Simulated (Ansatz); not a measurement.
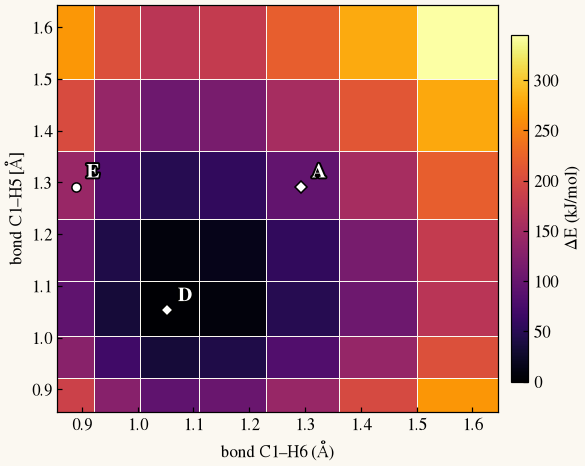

CH₂FOSi, SMILES [CH2-][Si](=O)F, charge −1. Two internal coordinates are moved rigidly from the geometry relaxed at PBE0-D4/def2-TZVP, all others fixed. The first coordinate is: bond C1–H6; the second: bond C1–H5. The grid has 7 × 7 points. Energies: kJ/mol, counted from the lowest grid point. Computed with RHF-CCSD(T), frozen core/def2-TZVPPD in Ansatz.

Drawn: one coloured cell a grid point, lettered points.

Question: Is E the lowest point of the computed grid?

Answer: No. E lies 142 kJ/mol above the lowest grid point, which is at bond C1–H6 = 1.053 Å, bond C1–H5 = 1.053 Å.

Question: What kind of point is each of A, D: minimum, saddle, maximum or slope?

Answer: A: on a slope; D: minimum. (In these two coordinates alone; a stationary point may lie a little off the grid point.)
